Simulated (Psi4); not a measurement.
# SF (Monosulfur monofluoride): UVV10/cc-pVTZ-F12

What is the vertical electron affinity of SF (Monosulfur monofluoride) at UVV10/cc-pVTZ-F12? 

Program for the calculation: Psi4 1.11.

3 further runs of the same task are left out: 3 set aside as unsound or not needed.

## (1) The system as given

SF has 2 atoms, charge 0, and is taken as a doublet. As SMILES, `F[S]`. Geometry: relaxed at GFN2-xTB.

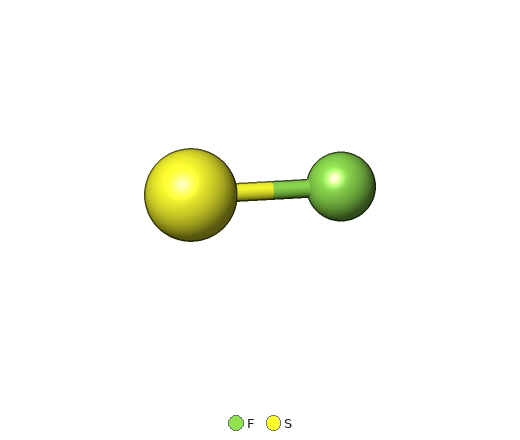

Viewed from a chosen angle; fluorine green, sulfur yellow.

## (2) A single-point energy at UVV10/cc-pVTZ-F12

Contents of fs.py:

```python
import psi4

psi4.set_memory('1600 MB')
psi4.set_num_threads(1)
psi4.core.set_output_file('run.log', False)

molecule = psi4.geometry("""
0 2
F      0.00000000     0.00000000     0.00000000
S      0.00000000     0.00000000     3.07369623
units bohr
no_reorient
no_com
""")

psi4.set_options({
    'reference': 'uks',
    'scf_type': 'direct',
})

E = psi4.energy("vv10/cc-pVTZ-F12", molecule=molecule)
print(f'total energy {E:.8f} hartree = {E * 27.211386:.5f} eV')
```

Command:

```bash
$ python fs.py
```

run.log:

```text
[...]
  Running in c2v symmetry.
[...]
  Nuclear repulsion =   46.849131867530062
[...]
  Multiplicity = 2
[...]
  Nalpha       = 13
  Nbeta        = 12
[...]
    Number of basis functions: 115
[...]
   @DF-UKS iter   1:  -498.39995472062401   -1.98183e-01   7.30983e-03 ADIIS/DIIS
[...]
   @UKS iter  13:  -498.44309009000233   -1.08560e-08   6.37862e-07 DIIS
[...]
   @S^2 Observed:                7.536971531E-01
[...]
    Orbital Energies [Eh]
    ---------------------
    Alpha Occupied:
       1A1   -88.263617     2A1   -24.365930     3A1    -7.763242
       4A1    -5.784234     1B1    -5.782981     1B2    -5.764723
       5A1    -1.142694     6A1    -0.667188     7A1    -0.461628
       2B1    -0.440387     2B2    -0.422867     3B1    -0.273182
       3B2    -0.231427
    Alpha Virtual:
       8A1    -0.115590     9A1     0.003655     4B1     0.033648
       4B2     0.038710    10A1     0.048456    11A1     0.115096
       5B1     0.124925     5B2     0.130956     1A2     0.212094
      12A1     0.212663    13A1     0.232201     6B1     0.244990
[...]
  @UKS Final Energy:  -498.44309009000233
   => Energetics <=
    Nuclear Repulsion Energy =             46.8491318675300619
    One-Electron Energy =                -781.9687607984587885
    Two-Electron Energy =                 273.1715928216354996
    DFT Exchange-Correlation Energy =     -36.6030374114035482
    Empirical Dispersion Energy =           0.0000000000000000
    VV10 Nonlocal Energy =                  0.1079834306943927
    Total Energy =                       -498.4430900900023289
[...]
 Multipole Moments:
 ------------------------------------------------------------------------------------
     Multipole            Electronic (a.u.)      Nuclear  (a.u.)        Total (a.u.)
 ------------------------------------------------------------------------------------
 L = 1.  Multiply by 2.5417464519 to convert [e a0] to [Debye]
 Dipole X            :          0.0000000            0.0000000            0.0000000
 Dipole Y            :          0.0000000            0.0000000            0.0000000
 Dipole Z            :        -48.8914875           49.1791397            0.2876521
 Magnitude           :                                                    0.2876521
[...]
```

The script printed:

```text
total energy -498.44309009 hartree = -13563.32732 eV
```

Wall time 13 s (1 thread of AMD EPYC 9R45 (Zen 5), shared host); peak memory 0.44 GiB.

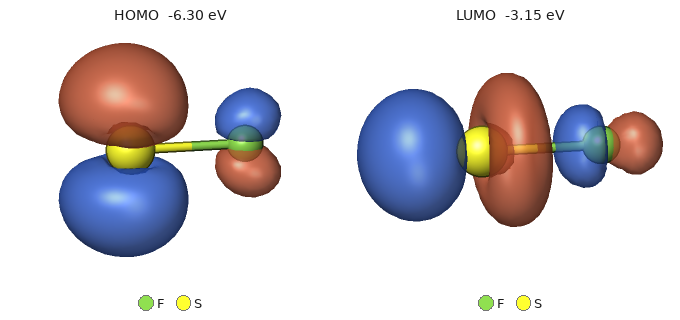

Frontier orbitals of this run (spin up), surfaces at ±0.2 Å^-3/2.

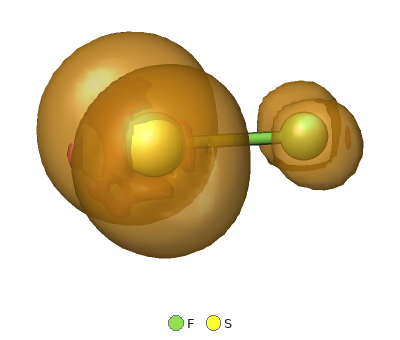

Spin density, surfaces at ±0.03 e/Å³.

## (3) The singlet anion, same level

Contents of fs.inp:

```
memory 1600 MB

molecule {
  -1 1
  F      0.000000     0.000000     0.000000
  S      0.000000     0.000000     1.626530
  no_reorient
  no_com
}

set {
  reference uks
  scf_type direct
}

e, wfn = energy("vv10/cc-pVTZ-F12", return_wfn=True)
```

Command:

```bash
$ psi4 -n 1 fs.inp fs.out
```

fs.out:

```text
[...]
  Running in c2v symmetry.
[...]
  Nuclear repulsion =   46.849131793744967
[...]
  Multiplicity = 1
[...]
  Nalpha       = 13
  Nbeta        = 13
[...]
    Number of basis functions: 115
[...]
   @DF-UKS iter   1:  -498.35738941063408   -1.55619e-01   1.04460e-02 DIIS/ADIIS
[...]
   @UKS iter  17:  -498.51982782314900   -9.23205e-09   4.51513e-07 DIIS
[...]
   @S^2 Observed:                1.030286967E-13
[...]
    Orbital Energies [Eh]
    ---------------------
    Alpha Occupied:
       1A1   -87.939822     2A1   -24.085973     3A1    -7.442273
       4A1    -5.466467     1B1    -5.449769     1B2    -5.449769
       5A1    -0.870831     6A1    -0.368111     7A1    -0.179726
       2B2    -0.161694     2B1    -0.161694     3B1     0.045740
       3B2     0.045740
    Alpha Virtual:
       8A1     0.135123     9A1     0.165397     4B2     0.172096
       4B1     0.172096    10A1     0.210602    11A1     0.266946
       5B1     0.293853     5B2     0.293853    12A1     0.410810
       6B2     0.472071     6B1     0.472071    13A1     0.482914
[...]
  @UKS Final Energy:  -498.51982782314900
   => Energetics <=
    Nuclear Repulsion Energy =             46.8491317937449665
    One-Electron Energy =                -789.3269815480498437
    Two-Electron Energy =                 280.7027209499295850
    DFT Exchange-Correlation Energy =     -36.8553448767776430
    Empirical Dispersion Energy =           0.0000000000000000
    VV10 Nonlocal Energy =                  0.1106458580039433
    Total Energy =                       -498.5198278231490008
[...]
 Multipole Moments:
 ------------------------------------------------------------------------------------
     Multipole            Electronic (a.u.)      Nuclear  (a.u.)        Total (a.u.)
 ------------------------------------------------------------------------------------
 L = 1.  Multiply by 2.5417464519 to convert [e a0] to [Debye]
 Dipole X            :          0.0000000            0.0000000            0.0000000
 Dipole Y            :          0.0000000            0.0000000            0.0000000
 Dipole Z            :        -51.8699738           49.1791398           -2.6908341
 Magnitude           :                                                    2.6908341
[...]
```

It took 18 s on 1 thread of AMD EPYC 9R45 (Zen 5), shared host; peak memory 0.45 GiB.

## (4) What came out

At UVV10/cc-pVTZ-F12:

| quantity | value |
| --- | --- |
| doublet SF: total energy | -498.44309 Eh |
| doublet SF: dipole moment | 0.73 D |
| doublet SF: HOMO energy (highest over α and β) | -6.04 eV |
| doublet SF: LUMO energy (lowest over α and β) | -5.66 eV |
| doublet SF: ⟨S²⟩ | 0.754 |
| singlet anion: total energy | -498.51983 Eh |
| singlet anion: HOMO energy | 1.24 eV |
| singlet anion: LUMO energy | 3.68 eV |
| singlet anion: HOMO–LUMO gap (to an unbound level, set by the basis) | 2.43 eV |
| vertical electron affinity (to the singlet anion) | 2.088 eV |

At fixed nuclei the extra electron is bound by 2.09 eV (48 kcal/mol). The HOMO (singlet anion) lies at positive energy, 1.24 eV, as semi-local functionals often give for anions; only total energies tell whether the electron is bound.
